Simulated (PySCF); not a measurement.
C2H13FSi5

```tsv
atom	x (Å)	y (Å)	z (Å)
C	3.3693	0.3263	-0.0390
C	2.0376	0.7187	-0.6636
Si	0.5448	0.3647	0.4808
Si	0.2553	-1.9431	0.9116
Si	-1.7147	-1.9321	-0.3772
Si	-1.5248	0.4174	-0.7097
Si	-3.2355	1.7294	0.0937
F	-3.2887	1.2880	1.6548
H	4.1975	0.5309	-0.7167
H	3.3809	-0.7356	0.2006
H	3.5399	0.8831	0.8803
H	1.9065	0.1692	-1.5977
H	2.0666	1.7765	-0.9304
H	0.7277	1.2839	1.6228
H	1.3286	-2.8453	0.4648
H	0.0843	-2.3164	2.3212
H	-2.9413	-2.3762	0.2981
H	-1.6969	-2.7664	-1.5878
H	-1.3750	0.8025	-2.1347
H	-3.0705	3.1785	0.1826
H	-4.6005	1.4629	-0.3549
```

Geometry: GFN2-xTB.

All numbers below come from PBE0/pcSseg-1, SCF density, gas phase, non-relativistic (PySCF 2.14.0).

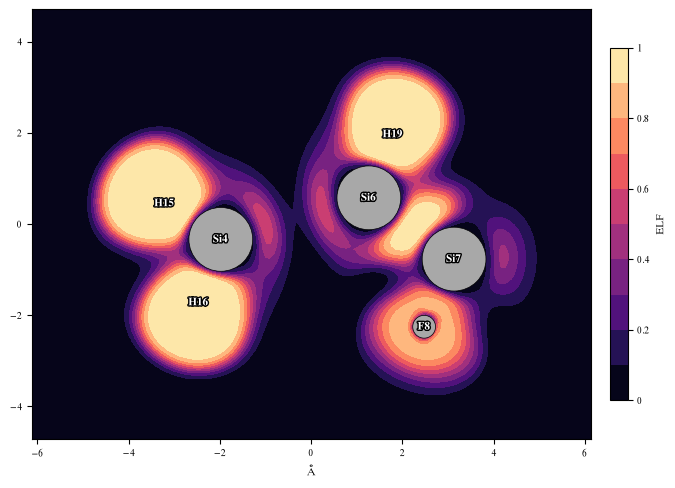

Figure 1. Electron localisation function on the plane of atoms Si7, Si6 and H19. Grey discs cover the atomic cores.

Question: Describe what can be read from this map.

Answer:
- Atoms in the plane: Si, F and H.
- Si–F (1.62 Å): the ELF peaks at about 0.85 in the valence shell of F, 0.6 Å from its nucleus, and is about 0.50 at the midpoint.
- Si–Si (2.30 Å): the ELF peaks at about 1 between the atoms, as expected for a shared electron pair.
- Si–H (1.47 Å): the ELF climbs to about 1 towards the hydrogen, as it does in any bond to H.
- The ELF also peaks beside F8, away from the bonds: lone-pair regions.

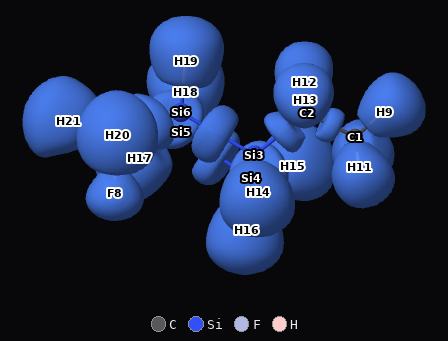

Figure 2. Isosurface of the ELF at 0.75 (blue), seen from one side. Only the valence region is drawn (cores and ρ < 0.01 e/Å³ removed).

Question: Identify the bonds, lone pairs and shells in this picture.

Answer: The surface consists of one region between bonded C–C atoms (shared pairs), one region between bonded C–Si atoms (shared pairs), five regions between bonded Si–Si atoms (shared pairs), 13 regions around hydrogen nuclei and one region wrapped around F (its lone pairs, merged into a ring or cap). Along the contacts the grid gives the following. C–C (1.52 Å): the ELF peaks at about 0.95 between the atoms; a covalent bond.

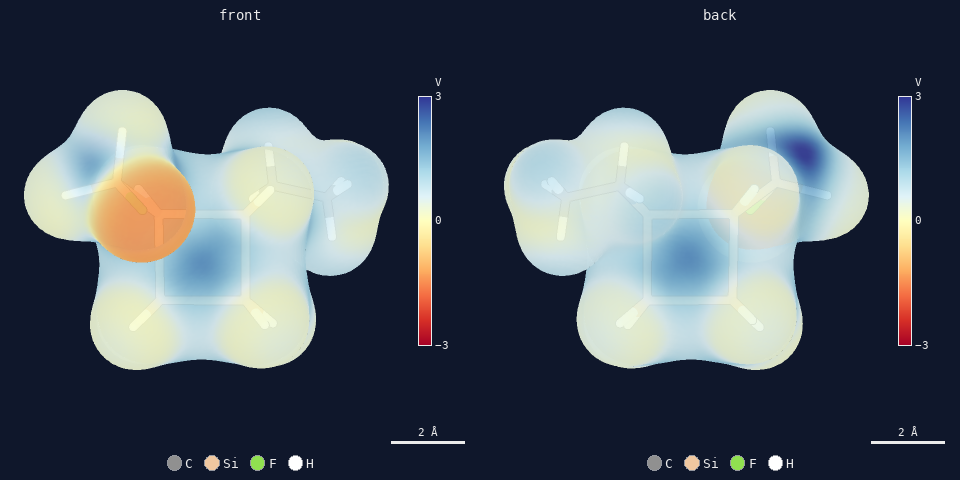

Figure 3. The electrostatic potential painted on the density surface at 0.004 e/bohr³, seen from the front and from behind; red is negative and blue positive.

Question: Which sites attract a positive test charge, and which a negative one?

Answer: A positive charge is drawn to the negative regions and a negative charge to the positive ones. The most negative region (about −1.4 V, or −32 kcal/mol for a unit charge) lies over F8, the most positive (about +2.6 V, or +60 kcal/mol for a unit charge) over Si7.
